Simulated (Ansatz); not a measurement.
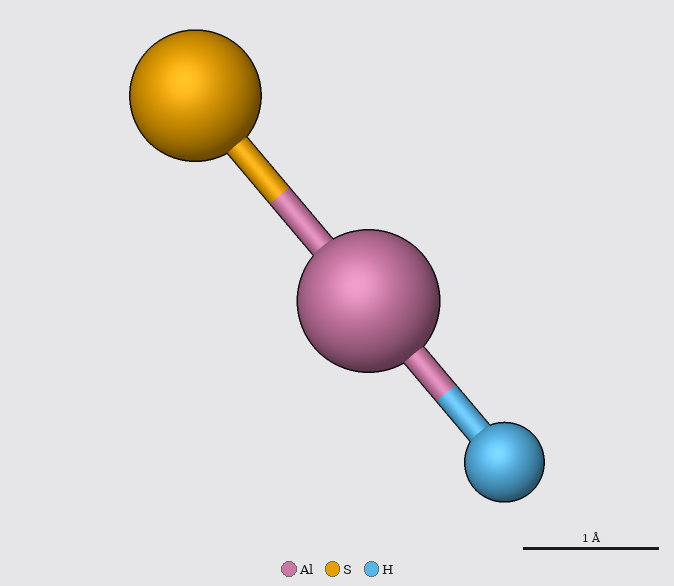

The picture shows a molecular structure as a ball-and-stick model.

Count the atoms of each element.

AlHS, 3 atoms: 1 aluminium, 1 hydrogen and 1 sulfur.

Which point group does it belong to?

C∞v.

More results for the same structure follow; atom numbers are the same in all pictures, views and colours differ. The computed structure is the end point of a PBE0-D4/def2-TZVP optimisation.

### Dipole moment

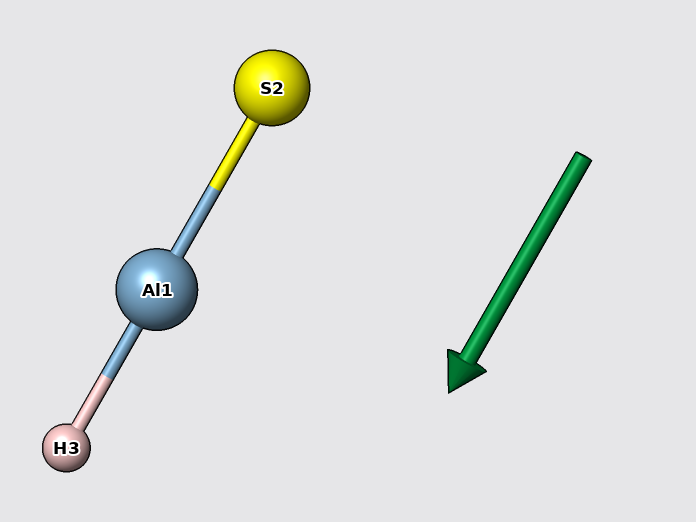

The arrow beside the molecule shows the direction of the dipole moment, from the negative to the positive end (its length means nothing). Level of theory: RKS PBE0-D4/def2-TZVP (Ansatz 0.2.0).

How large is the dipole moment?

3.92 D; it points from the side of S2 to the side of H3 (the outermost atoms at the two ends).

### Vibrations

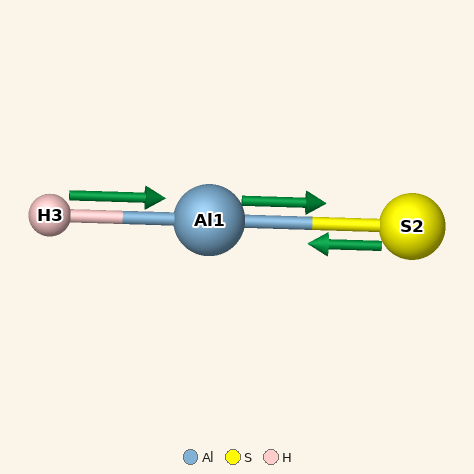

The arrows show one normal mode. Harmonic vibrations computed with RKS PBE0-D4/def2-TZVP (Ansatz 0.2.0) at a stationary point of the same level.

Describe the motion.

Mostly Al–S stretching.

Estimate its harmonic wavenumber.

689 cm⁻¹; it is mode 3 of 4 counted from the lowest.

### Electronic properties

Method: RHF-CCSD(T), frozen core/def2-QZVPP (Ansatz 0.2.0).

Give the T1 diagnostic at this level.

0.017.
